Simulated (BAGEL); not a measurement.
# CH4B2ClF (SMILES FBCBCl) at RI-MP2/def2-SVP (density fitting with qzvpp-jkfit)

Aim: the energy change on altering one bond length of CH4B2ClF at RI-MP2/def2-SVP (density fitting with qzvpp-jkfit), from 2 runs. 

Program for the calculation: BAGEL 1.2.2.

12 further runs of the same task are left out: 10 that didn't finish, 2 set aside as unsound or not needed. Runs told in other sessions of the task aren't counted.

## 1. The structure to begin with

The species is CH4B2ClF (9 atoms), meant as a singlet with charge 0. SMILES: `FBCBCl`. The shape is that of a GFN2-xTB optimisation. This is one conformer, not always the lowest.

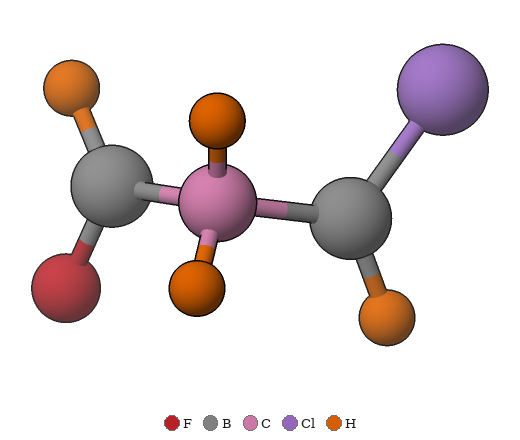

The structure, seen from a chosen angle (fluorine red, boron grey, carbon pink, chlorine purple, hydrogen orange).

## 2. A single-point energy at RI-MP2/def2-SVP (density fitting with qzvpp-jkfit)

Contents of mp2.json:

```json
{ "bagel": [

{
  "title": "molecule",
  "basis": "svp",
  "df_basis": "qzvpp-jkfit",
  "angstrom": "true",
  "geometry": [
    { "atom": "F", "xyz": [   -0.703720,   -0.651330,    1.994650 ] },
    { "atom": "B", "xyz": [   -0.042560,    0.248870,    1.299420 ] },
    { "atom": "C", "xyz": [    0.631940,   -0.184840,   -0.061410 ] },
    { "atom": "B", "xyz": [   -0.468470,   -0.167060,   -1.195660 ] },
    { "atom": "Cl", "xyz": [   -0.697720,    1.221460,   -2.134920 ] },
    { "atom": "H", "xyz": [   -0.021720,    1.336680,    1.739310 ] },
    { "atom": "H", "xyz": [    1.012190,   -1.200130,    0.049410 ] },
    { "atom": "H", "xyz": [    1.455080,    0.486450,   -0.297520 ] },
    { "atom": "H", "xyz": [   -1.165020,   -1.090090,   -1.393270 ] }
  ]
},
{
  "title": "hf",
  "charge": 0
},
{
  "title": "mp2",
  "charge": 0,
  "ncore": 9
}

]}
```

The run is started by

```console
$ BAGEL_NUM_THREADS=1 BAGEL mp2.json > mp2.out
```

Log:

```text
* using 1 threads per process

  ===============================================================
  ===============================================================

  *** Geometry ***

  { "atom" : "F", "xyz" : [     -1.329838,     -1.230835,      3.769342 ] },
  { "atom" : "B", "xyz" : [     -0.080427,      0.470296,      2.455548 ] },
  { "atom" : "C", "xyz" : [      1.194194,     -0.349297,     -0.116048 ] },
  { "atom" : "B", "xyz" : [     -0.885280,     -0.315698,     -2.259470 ] },
  { "atom" : "Cl", "xyz" : [     -1.318500,      2.308225,     -4.034414 ] },
  { "atom" : "H", "xyz" : [     -0.041045,      2.525959,      3.286820 ] },
  { "atom" : "H", "xyz" : [      1.912762,     -2.267917,      0.093371 ] },
  { "atom" : "H", "xyz" : [      2.749703,      0.919257,     -0.562231 ] },
  { "atom" : "H", "xyz" : [     -2.201569,     -2.059972,     -2.632899 ] },

  Number of auxiliary basis functions:      502

  Since a DF basis is specified, we compute 2- and 3-index integrals:
    o Being stored without compression. Storage requirement is 0.035 GB

  Number of basis functions:       94
  Number of electrons      :       46

    * METHOD: MOLECULE                             0.26

  *** RHF ***

  === Nuclear Repulsion ===
   176.8614927422

      * DIIS with orbital gradients will be used.

  === RHF iteration (svp) ===
      0       -648.13849531          0.01508203           0.08
      1       -648.27505834          0.00821809           0.08
      2       -648.31302177          0.00148668           0.08
      3       -648.31483858          0.00050987           0.08
      4       -648.31501618          0.00009397           0.08
      5       -648.31502781          0.00002520           0.08
      6       -648.31502869          0.00000843           0.08
      7       -648.31502877          0.00000202           0.08
      8       -648.31502877          0.00000054           0.08
      9       -648.31502877          0.00000017           0.07
     10       -648.31502877          0.00000007           0.08
     11       -648.31502877          0.00000003           0.08
     12       -648.31502877          0.00000001           0.08
    * SCF iteration converged.

    * Permanent dipole moment:
           (   -0.429869,     0.020011,     0.083439) a.u.

    * METHOD: HF                                   1.19

  *** RHF ***

  === Nuclear Repulsion ===
   176.8614927422

      * DIIS with orbital gradients will be used.

  === RHF iteration (svp) ===
      0       -648.31502877          0.00000000           0.07
    * SCF iteration converged.

    * Permanent dipole moment:
           (   -0.429869,     0.020011,     0.083439) a.u.

  === DF-MP2 calculation ===

    * freezing 9 orbitals
    * 3-index integral transformation done
    * assembly done

      MP2 correlation energy:   -0.6210384326      0.06

      MP2 total energy:       -648.9360672060

    * METHOD: MP2                                  0.23

  ===============================================================
```

It took 1.8 s on 1 thread of Arm Neoverse V1, shared host.

## 3. The distorted shape at the same level

Contents of mp2.json:

```json
{ "bagel" : [

{
  "title" : "molecule",
  "basis" : "svp",
  "df_basis" : "qzvpp-jkfit",
  "angstrom" : true,
  "geometry" : [
    { "atom" : "F", "xyz" : [      -0.902070,      -0.921392,       2.203221 ] },
    { "atom" : "B", "xyz" : [      -0.042560,       0.248870,       1.299420 ] },
    { "atom" : "C", "xyz" : [       0.631940,      -0.184840,      -0.061410 ] },
    { "atom" : "B", "xyz" : [      -0.468470,      -0.167060,      -1.195660 ] },
    { "atom" : "Cl", "xyz" : [      -0.697720,       1.221460,      -2.134920 ] },
    { "atom" : "H", "xyz" : [      -0.021720,       1.336680,       1.739310 ] },
    { "atom" : "H", "xyz" : [       1.012190,      -1.200130,       0.049410 ] },
    { "atom" : "H", "xyz" : [       1.455080,       0.486450,      -0.297520 ] },
    { "atom" : "H", "xyz" : [      -1.165020,      -1.090090,      -1.393270 ] }
  ]
},

{
  "title" : "hf"
},

{
  "title" : "mp2",
  "ncore" : 9
}

]}
```

The run is started by

```console
$ BAGEL_NUM_THREADS=1 BAGEL mp2.json > mp2.out
```

Log:

```text
* using 1 threads per process

  ===============================================================
  ===============================================================

  *** Geometry ***

  { "atom" : "F", "xyz" : [     -1.704665,     -1.741179,      4.163484 ] },
  { "atom" : "B", "xyz" : [     -0.080427,      0.470296,      2.455548 ] },
  { "atom" : "C", "xyz" : [      1.194194,     -0.349297,     -0.116048 ] },
  { "atom" : "B", "xyz" : [     -0.885280,     -0.315698,     -2.259470 ] },
  { "atom" : "Cl", "xyz" : [     -1.318500,      2.308225,     -4.034414 ] },
  { "atom" : "H", "xyz" : [     -0.041045,      2.525959,      3.286820 ] },
  { "atom" : "H", "xyz" : [      1.912762,     -2.267917,      0.093371 ] },
  { "atom" : "H", "xyz" : [      2.749703,      0.919257,     -0.562231 ] },
  { "atom" : "H", "xyz" : [     -2.201569,     -2.059972,     -2.632899 ] },

  Number of auxiliary basis functions:      502

  Since a DF basis is specified, we compute 2- and 3-index integrals:
    o Being stored without compression. Storage requirement is 0.035 GB

  Number of basis functions:       94
  Number of electrons      :       46

    * METHOD: MOLECULE                             0.27

  *** RHF ***

  === Nuclear Repulsion ===
   168.9395946253

      * DIIS with orbital gradients will be used.

  === RHF iteration (svp) ===
      0       -648.02780430          0.01641110           0.08
      1       -648.17134955          0.01093900           0.08
      2       -648.24699226          0.00195650           0.08
      3       -648.25011493          0.00067010           0.08
      4       -648.25047851          0.00013037           0.08
      5       -648.25050401          0.00004048           0.08
      6       -648.25050675          0.00001593           0.08
      7       -648.25050712          0.00000422           0.08
      8       -648.25050715          0.00000140           0.08
      9       -648.25050715          0.00000046           0.08
     10       -648.25050715          0.00000016           0.08
     11       -648.25050715          0.00000006           0.08
     12       -648.25050715          0.00000002           0.08
     13       -648.25050715          0.00000001           0.07
    * SCF iteration converged.

    * Permanent dipole moment:
           (   -0.848271,    -0.508213,     0.662086) a.u.

    * METHOD: HF                                   1.28

  *** RHF ***

  === Nuclear Repulsion ===
   168.9395946253

      * DIIS with orbital gradients will be used.

  === RHF iteration (svp) ===
      0       -648.25050715          0.00000000           0.08
    * SCF iteration converged.

    * Permanent dipole moment:
           (   -0.848270,    -0.508213,     0.662086) a.u.

  === DF-MP2 calculation ===

    * freezing 9 orbitals
    * 3-index integral transformation done
    * assembly done

      MP2 correlation energy:   -0.6276076653      0.06

      MP2 total energy:       -648.8781148161

    * METHOD: MP2                                  0.23

  ===============================================================
```

It took 1.9 s on 1 thread of Arm Neoverse V1, shared host.

## 4. Outcome

At RI-MP2/def2-SVP (density fitting with qzvpp-jkfit), 9 core orbitals frozen:

| quantity | value |
| --- | --- |
| first shape: total energy | -648.93607 Eh |
| first shape: correlation energy (9 core orbitals frozen) | -621.0 mEh |
| distorted shape: total energy | -648.87811 Eh |
| distorted shape: correlation energy (9 core orbitals frozen) | -627.6 mEh |
| energy change with the F1–B2 bond stretched from 1.316 to 1.710 Å | 1.577 eV |

In words: With the F1–B2 bond stretched from 1.316 to 1.710 Å the energy rises by 1.58 eV (152 kJ/mol). The first shape isn't relaxed at this level, so the change isn't measured from a minimum.
